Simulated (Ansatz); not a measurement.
**HfPbSe4O2: a short molecular-dynamics run**

What does HfPbSe4O2 do over 60 steps of 1 fs under a Nosé-Hoover thermostat at 300 K? The cell is an element-swapped structure of 16 atoms, taken as it stands, without a relaxation.

All numbers below are computed with Ansatz 0.2.0 (DFT PBE, plane waves, PAW, scalar-relativistic, no spin polarisation).

## (1) Starting point

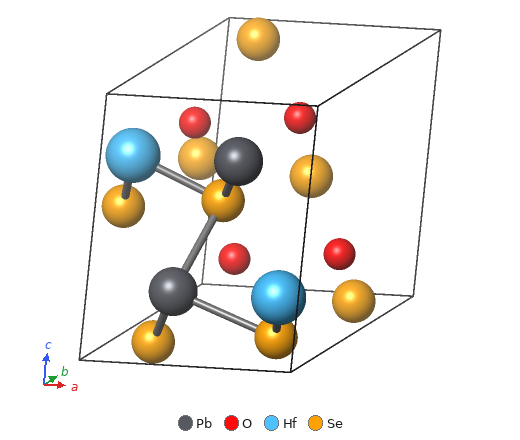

Start, viewed slightly off an axis; lead dark grey, oxygen red, hafnium blue, selenium orange. Each atom of the cell is drawn once.

Coordinates:

```cif
data_structure
_symmetry_space_group_name_H-M 'P 1'
_symmetry_Int_Tables_number 1
_cell_length_a 7.9748
_cell_length_b 8.4993
_cell_length_c 6.5640
_cell_angle_alpha 73.185
_cell_angle_beta 90.000
_cell_angle_gamma 117.978
_cell_volume 371.23
loop_
_atom_site_label
_atom_site_type_symbol
_atom_site_fract_x
_atom_site_fract_y
_atom_site_fract_z
_atom_site_occupancy
Pb1 Pb 0.62245 0.00000 0.75000 1
Pb2 Pb 0.37755 0.00000 0.25000 1
O1 O 0.62211 0.49620 0.77141 1
O2 O 0.12591 0.50380 0.72859 1
O3 O 0.37789 0.50380 0.22859 1
O4 O 0.87409 0.49620 0.27141 1
Hf1 Hf 0.12311 0.00000 0.75000 1
Hf2 Hf 0.87689 0.00000 0.25000 1
Se1 Se 0.20173 0.19744 0.99644 1
Se2 Se 0.00429 0.80256 0.50356 1
Se3 Se 0.79827 0.80256 0.00356 1
Se4 Se 0.99571 0.19744 0.49644 1
Se5 Se 0.45103 0.21746 0.53310 1
Se6 Se 0.23357 0.78254 0.96690 1
Se7 Se 0.54897 0.78254 0.46690 1
Se8 Se 0.76643 0.21746 0.03310 1
```

## (2) Molecular dynamics

File input.yaml:

```yaml
crystal:
  lattice:
    - [-2.7e-07, 7.974753, -9.0e-08]
    - [7.50598213, -3.98737625, 5.0e-08]
    - [2.150133, 0.0, -6.201876]
  atoms:
    - { symbol: Pb, position: [0.62245, 0.0, 0.75] }
    - { symbol: Pb, position: [0.37755, 0.0, 0.25] }
    - { symbol: O, position: [0.62211, 0.4962, 0.77141] }
    - { symbol: O, position: [0.12591, 0.5038, 0.72859] }
    - { symbol: O, position: [0.37789, 0.5038, 0.22859] }
    - { symbol: O, position: [0.87409, 0.4962, 0.27141] }
    - { symbol: Hf, position: [0.12311, 0.0, 0.75] }
    - { symbol: Hf, position: [0.87689, 0.0, 0.25] }
    - { symbol: Se, position: [0.20173, 0.19744, 0.99644] }
    - { symbol: Se, position: [0.00429, 0.80256, 0.50356] }
    - { symbol: Se, position: [0.79827, 0.80256, 0.00356] }
    - { symbol: Se, position: [0.99571, 0.19744, 0.49644] }
    - { symbol: Se, position: [0.45103, 0.21746, 0.5331] }
    - { symbol: Se, position: [0.23357, 0.78254, 0.9669] }
    - { symbol: Se, position: [0.54897, 0.78254, 0.4669] }
    - { symbol: Se, position: [0.76643, 0.21746, 0.0331] }
kpoints:
  mp_grid: { grid: [2, 2, 3] }
magnetization:
  spin_polarized: false
scf:
  occupations: { method: gaussian, width: 0.1 }
hamiltonian:
  pseudopotentials: { kind: paw }
  xc: pbe
basis:
  ecutwfc: 420
md:
  timestep: 1.0
  n_steps: 60
  ensemble: nvt_nose_hoover
  temperature: 300.0
  initial_velocities: maxwell_boltzmann
  seed: 810516
```

Command:

```console
ansatz run input.yaml --threads 2 --pin off --max-ram 2560MiB --backend cpu --events-out ev --progress --plain --runs-dir out
```

Output, cut to the lines that bear on the results:

```text
Warning: md: disabling space-group detection — thermal motion breaks the input geometry's symmetry, so no spatial operation reduces the k-mesh or symmetrises the density; time reversal is kept, so that k and −k are solved as one point where they differ and the mesh holds both, and exact [...]
Warning: RAYON_NUM_THREADS=2 ignored (pool sized by the plan → 2); use --threads N
[...]
Pseudopotentials: kind: paw
Pseudopotential: Pb, paw, valence charge 14, recommended cutoff 420 eV (normal), Pb.paw.azcp
Pseudopotential: O, paw, valence charge 6, recommended cutoff 420 eV (normal), O.paw.azcp
Pseudopotential: Hf, paw, valence charge 26, recommended cutoff 420 eV (normal), Hf.paw.azcp
Pseudopotential: Se, paw, valence charge 16, recommended cutoff 420 eV (normal), Se.paw.azcp
Functional definition: PBE
[...]
Crystal: 16 atoms, lattice volume = 371.234 Å³
Basis set: ecut = 420 eV, 7275 PW (Γ), exchange–correlation on 108×120×90 points (8 copies of the dense FFT grid, shifted against one another)
Bands: 140, of which v1, the nominal top of the filled ones, is band 116 counted from 1 (115 counted from 0)
Symmetry: 1 space group operations
k-points: 8 of 12 (time reversal used)
[...]
SCF iter   1: F=—  HF=-101262.832454 eV  |F-HF|=—  |Δ(HF+E_count)|=         —  Δρ=1.48e-2  dr2=1.66e0  ethr=1.77e-3  ⟨swp⟩=5.9  Hψ=3936  notcnv=0  defer=12
[...]
md step     0: t =     0.00 fs  T =   300.0 K  F+E_penalty+E_count = -101262.73397801 eV  E_kin = 0.581670 eV  conserved = -101262.15230802 eV  (9 SCF iters)
[...]
md step     1: t =     1.00 fs  T =   313.6 K  F+E_penalty+E_count = -101262.76026605 eV  E_kin = 0.607954 eV  conserved = -101262.15231180 eV  (8 SCF iters)
[...]
md step     2: t =     2.00 fs  T =   330.6 K  F+E_penalty+E_count = -101262.79339181 eV  E_kin = 0.641068 eV  conserved = -101262.15231665 eV  (8 SCF iters)
[... from here on, the SCF cycles and remarks between the steps are left out ...]
```

## (3) The output, continued

The log, continued, cut to the lines that bear on the results:

```text
md step     3: t =     3.00 fs  T =   351.2 K  F+E_penalty+E_count = -101262.83327747 eV  E_kin = 0.680927 eV  conserved = -101262.15232254 eV  (8 SCF iters)
[...]
md step    17: t =    17.00 fs  T =   954.1 K  F+E_penalty+E_count = -101264.02319567 eV  E_kin = 1.849891 eV  conserved = -101262.15245631 eV  (3 SCF iters)
[...]
md step    31: t =    31.00 fs  T =  1861.3 K  F+E_penalty+E_count = -101266.08376146 eV  E_kin = 3.608864 eV  conserved = -101262.15233771 eV  (4 SCF iters)
[...]
md step    45: t =    45.00 fs  T =  2827.7 K  F+E_penalty+E_count = -101269.18361968 eV  E_kin = 5.482634 eV  conserved = -101262.15216905 eV  (4 SCF iters)
[...]
md step    59: t =    59.00 fs  T =  3442.3 K  F+E_penalty+E_count = -101272.49192428 eV  E_kin = 6.674349 eV  conserved = -101262.16160110 eV  (5 SCF iters)
[...]
md step    60: t =    60.00 fs  T =  3325.6 K  F+E_penalty+E_count = -101272.42476349 eV  E_kin = 6.447987 eV  conserved = -101262.16305542 eV  (12 SCF iters)
SCF converged after 12 iterations
Free energy (F): -101272.424763 eV
[...]
E sigma→0 (E₀):  -101272.396447 eV
Entropy (-TS):   -0.056633 eV (-3.540 meV/atom)
Fermi energy:    8.228715 eV
[...]
--- Forces (eV/Å), atoms counted from 1 ---
  atom   1  Pb     0.61568174     0.71439802    -0.06028152
  atom   2  Pb    -0.16046605    -0.97939325     0.08882745
  atom   3  O     -1.38547695     0.10866469     0.08149590
  atom   4  O     -1.17580838     2.25229481     1.95314953
  atom   5  O     -1.92842276    -1.09795799     2.04452976
  atom   6  O      1.85807093    -0.12590013    -0.31827734
  atom   7  Hf     0.04223987    -0.73071826    -0.23349928
  atom   8  Hf     0.10193377     1.09018267     0.22376840
[...]
--- MD trajectory: 60 steps, t = 0.0 → 60.0 fs ---
  final state: T = 3325.6 K   F+E_penalty+E_count = -101272.42476349 eV   E_kin = 6.447987 eV
  conserved energy: peak-to-peak 1.101e-2 eV (6.881e-4 eV/atom) over 60.0 fs
```

It took 11 min on 2 threads of Intel Xeon Platinum 8488C (Sapphire Rapids), shared host; peak memory 1.3 GiB.

## (4) Frames and traces

The trajectory, every 5 steps (energies from step 0); msd is the mean square displacement from the start, the centre of mass held:

```tsv
time (fs)	T (K)	potential energy change (meV/atom)	conserved energy change (meV/atom)	msd O (Å²)	msd Se (Å²)	msd Hf (Å²)	msd Pb (Å²)
0.0	300	0.0	0.00	0.000	0.000	0.000	0.000
5.0	403	-12.4	0.00	0.001	0.000	0.000	0.000
10.0	587	-34.9	0.00	0.005	0.001	0.001	0.000
15.0	838	-66.0	-0.01	0.014	0.004	0.001	0.000
20.0	1139	-104.4	-0.01	0.030	0.009	0.002	0.001
25.0	1465	-148.7	-0.01	0.057	0.017	0.003	0.001
30.0	1796	-198.6	0.00	0.100	0.029	0.004	0.001
35.0	2124	-255.7	0.01	0.166	0.046	0.006	0.001
40.0	2462	-323.1	0.02	0.264	0.067	0.007	0.002
45.0	2828	-403.1	0.01	0.408	0.092	0.009	0.002
50.0	3219	-493.5	-0.04	0.608	0.122	0.010	0.002
55.0	3525	-579.1	-0.23	0.872	0.156	0.012	0.003
60.0	3326	-605.7	-0.67	1.186	0.194	0.015	0.003
```

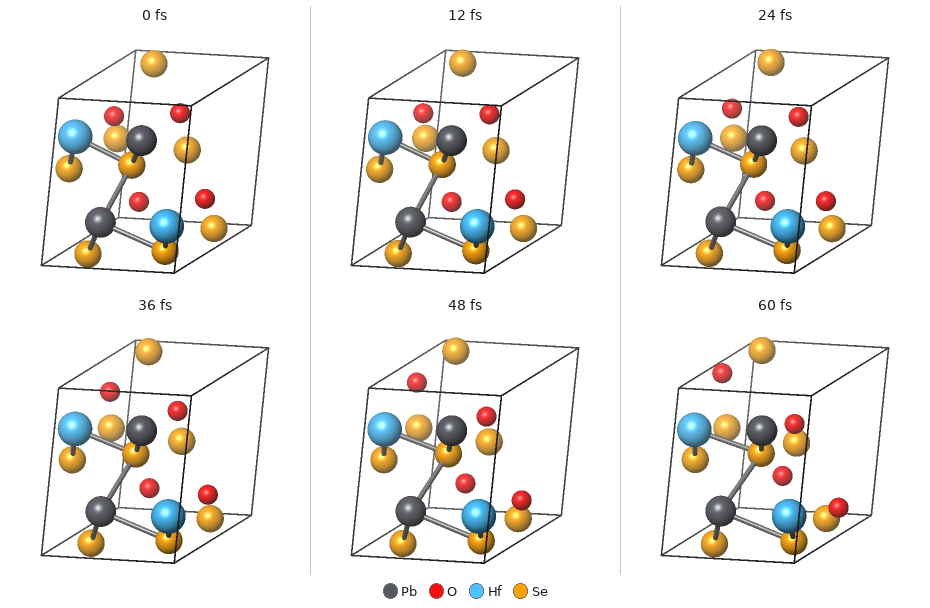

The system at six times, viewed slightly off an axis. Each atom of the cell is drawn once. Atoms are followed across the cell's faces. Sticks are the contacts of the first frame, kept unless stretched by 40 %.

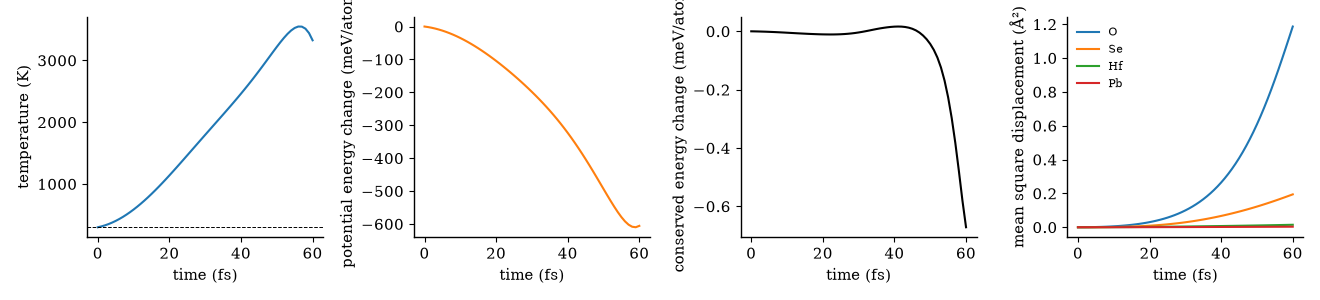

Traces against time; each panel has its own scale. The dashed line is the set temperature.

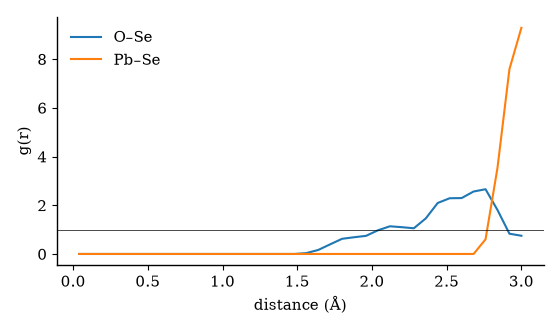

Pair distribution functions over the second half of the run, in bins of 0.08 Å, lightly smoothed, out to 3.1 Å.

## (5) Positions and forces

Positions (Å) and forces (eV/Å):

```xyz
16
Lattice="0.000 7.975 0.000 7.506 -3.987 0.000 2.150 0.000 -6.202" Properties=species:S:1:pos:R:3:forces:R:3 pbc="T T T" time_fs=10.0 T=587 dE=-0.5578
Pb    1.620    4.958   -4.648   -0.115    0.134   -0.053
Pb    0.549    3.010   -1.558   -0.108   -0.170    0.033
O     5.354    2.979   -4.757   -0.084   -0.199    0.590
O     5.356   -1.032   -4.610    0.114   -0.275   -0.684
O     4.324    1.077   -1.402    0.274    0.198   -0.482
O     4.339    4.954   -1.662    0.038    0.270    0.606
Hf    1.609    0.986   -4.624   -0.220   -1.020   -0.382
Hf    0.550    7.003   -1.543   -0.395    0.919   -0.434
Se    3.639    0.818   -6.190    2.222    0.411    0.674
Se    7.057   -3.168   -3.145   -2.273    0.148   -0.295
Se    6.025    3.152   -0.020   -2.393   -0.174   -0.422
Se    2.565    7.150   -3.056    2.330   -0.214    0.130
Se    2.787    2.739   -3.326    2.279    0.862    1.170
Se    7.900   -1.247   -6.029   -1.851    0.383   -0.806
Se    6.845    1.238   -2.883   -1.956   -0.463   -0.882
Se    1.728    5.255   -0.220    2.140   -0.811    1.237
16
Lattice="0.000 7.975 0.000 7.506 -3.987 0.000 2.150 0.000 -6.202" Properties=species:S:1:pos:R:3:forces:R:3 pbc="T T T" time_fs=20.0 T=1139 dE=-1.6700
Pb    1.626    4.952   -4.645   -0.187    0.239   -0.101
Pb    0.559    3.008   -1.565   -0.191   -0.295    0.038
O     5.320    2.964   -4.694   -0.113   -0.180    0.710
O     5.371   -1.076   -4.743    0.150   -0.369   -0.944
O     4.391    1.160   -1.415    0.535    0.207   -0.521
O     4.373    4.933   -1.604    0.143    0.345    0.759
Hf    1.604    0.984   -4.600   -0.367   -0.871   -0.547
Hf    0.561    7.019   -1.538   -0.643    0.676   -0.704
Se    3.681    0.818   -6.192    1.678    0.415    0.888
Se    6.979   -3.169   -3.171   -1.687   -0.040   -0.222
Se    5.989    3.136   -0.024   -2.015   -0.023   -0.518
Se    2.609    7.144   -3.032    1.820   -0.087   -0.069
Se    2.822    2.758   -3.333    2.140    0.678    1.004
Se    7.824   -1.233   -6.072   -1.512   -0.105   -0.443
Se    6.788    1.212   -2.881   -1.669   -0.028   -0.542
Se    1.778    5.255   -0.219    1.918   -0.561    1.213
16
Lattice="0.000 7.975 0.000 7.506 -3.987 0.000 2.150 0.000 -6.202" Properties=species:S:1:pos:R:3:forces:R:3 pbc="T T T" time_fs=30.0 T=1796 dE=-3.1777
Pb    1.631    4.948   -4.642   -0.142    0.365   -0.114
Pb    0.569    3.005   -1.571   -0.219   -0.457    0.003
O     5.280    2.938   -4.590   -0.138   -0.161    0.881
O     5.395   -1.140   -4.929    0.125   -0.525   -1.334
O     4.489    1.255   -1.460    0.893    0.246   -0.689
O     4.414    4.932   -1.501    0.293    0.460    1.052
Hf    1.598    0.978   -4.578   -0.387   -0.626   -0.492
Hf    0.567    7.037   -1.537   -0.649    0.487   -0.731
Se    3.741    0.824   -6.183    0.981    0.305    0.899
Se    6.884   -3.170   -3.198   -0.869   -0.242   -0.104
Se    5.930    3.120   -0.033   -1.506    0.165   -0.639
Se    2.673    7.138   -3.009    1.082    0.038   -0.236
Se    2.882    2.785   -3.327    1.841    0.325    0.634
Se    7.733   -1.220   -6.118   -1.371   -0.712   -0.165
Se    6.712    1.187   -2.886   -1.574    0.406   -0.111
Se    1.850    5.248   -0.204    1.640   -0.073    1.146
16
Lattice="0.000 7.975 0.000 7.506 -3.987 0.000 2.150 0.000 -6.202" Properties=species:S:1:pos:R:3:forces:R:3 pbc="T T T" time_fs=40.0 T=2462 dE=-5.1692
Pb    1.636    4.946   -4.640    0.079    0.514   -0.090
Pb    0.577    3.000   -1.578   -0.144   -0.671   -0.057
O     5.235    2.904   -4.441   -0.265   -0.159    1.069
O     5.423   -1.232   -5.182   -0.061   -0.773   -1.620
O     4.635    1.357   -1.543    1.530    0.201   -1.033
O     4.471    4.960   -1.343    0.594    0.752    1.482
Hf    1.590    0.969   -4.561   -0.245   -0.454   -0.329
Hf    0.571    7.057   -1.539   -0.451    0.539   -0.529
Se    3.809    0.833   -6.165    0.214    0.194    0.639
Se    6.784   -3.174   -3.225    0.040   -0.392    0.060
Se    5.857    3.107   -0.050   -0.947    0.375   -0.663
Se    2.746    7.132   -2.990    0.259    0.093   -0.392
Se    2.961    2.814   -3.314    1.625   -0.004    0.072
Se    7.629   -1.216   -6.165   -1.689   -1.600   -0.226
Se    6.622    1.168   -2.891   -2.070    0.783    0.480
Se    1.937    5.241   -0.176    1.531    0.602    1.136
16
Lattice="0.000 7.975 0.000 7.506 -3.987 0.000 2.150 0.000 -6.202" Properties=species:S:1:pos:R:3:forces:R:3 pbc="T T T" time_fs=50.0 T=3219 dE=-7.8967
Pb    1.640    4.946   -4.639    0.415    0.658   -0.055
Pb    0.583    2.993   -1.584   -0.099   -0.919   -0.046
O     5.176    2.864   -4.247   -0.735   -0.192    1.050
O     5.443   -1.359   -5.497   -0.787   -0.612   -0.692
O     4.854    1.458   -1.679    2.111   -0.445   -1.454
O     4.558    5.029   -1.117    1.259    1.229    1.481
Hf    1.581    0.959   -4.546   -0.072   -0.505   -0.224
Hf    0.571    7.078   -1.544   -0.169    0.812   -0.133
Se    3.873    0.844   -6.141   -0.573    0.116    0.138
Se    6.695   -3.182   -3.249    0.974   -0.443    0.216
Se    5.780    3.100   -0.072   -0.206    0.724   -0.313
Se    2.816    7.127   -2.977   -0.525    0.071   -0.507
Se    3.051    2.840   -3.302    1.834   -0.195   -0.544
Se    7.517   -1.232   -6.210   -1.882   -2.759   -0.870
Se    6.516    1.160   -2.890   -2.961    1.277    1.131
Se    2.034    5.242   -0.138    1.415    1.182    0.823
16
Lattice="0.000 7.975 0.000 7.506 -3.987 0.000 2.150 0.000 -6.202" Properties=species:S:1:pos:R:3:forces:R:3 pbc="T T T" time_fs=60.0 T=3326 dE=-9.6908
Pb    1.646    4.949   -4.638    0.616    0.714   -0.060
Pb    0.589    2.982   -1.589   -0.160   -0.979    0.089
O     5.081    2.819   -4.018   -1.385    0.109    0.081
O     5.414   -1.492   -5.806   -1.176    2.252    1.953
O     5.154    1.519   -1.868   -1.928   -1.098    2.045
O     4.708    5.153   -0.840    1.858   -0.126   -0.318
Hf    1.573    0.947   -4.535    0.042   -0.731   -0.233
Hf    0.571    7.101   -1.549    0.102    1.090    0.224
Se    3.924    0.854   -6.118   -1.199    0.150   -0.204
Se    6.626   -3.194   -3.267    1.652   -0.380    0.437
Se    5.710    3.102   -0.094    0.913    1.084    0.542
Se    2.871    7.124   -2.972   -1.111    0.186   -0.608
Se    3.152    2.861   -3.297    2.091   -0.295   -0.969
Se    7.397   -1.277   -6.259   -0.286   -2.014   -0.652
Se    6.391    1.167   -2.879    0.668    0.522   -1.861
Se    2.134    5.254   -0.096   -0.695   -0.484   -0.465
```

## (6) Summary of results

| quantity | value |
| --- | --- |
| length | 60 steps of 1 fs |
| temperature, first and last step | 300 and 3326 K |
| temperature, second half | mean 2792 K, from 1796 to 3548 K |
| potential energy, second half | -410 meV/atom from the start |
| largest change of the conserved energy | 0.67 meV/atom |
| mean square displacement, second half | O 0.495, Se 0.099, Hf 0.009, Pb 0.002 Å² |

What this shows: Against a set 300 K the second half averages 2792 K, going from 1796 to 3326 K over that half; the potential energy of that half lies 410 meV/atom under the start, so the atoms have moved to lower-lying arrangements, and the energy set free heats the cell. The conserved energy strays from its start by at most 0.67 meV/atom, 0.3 % of the mean kinetic energy, so a step of 1 fs is short enough over this time. The atom that moves most swings out by 1.38 Å (the median distance to the nearest neighbour, bonds to H left out, is 2.53 Å), and none ends a neighbour distance from its start. Averages from a run of 60 fs with 16 atoms are rough. The k-mesh is coarse.
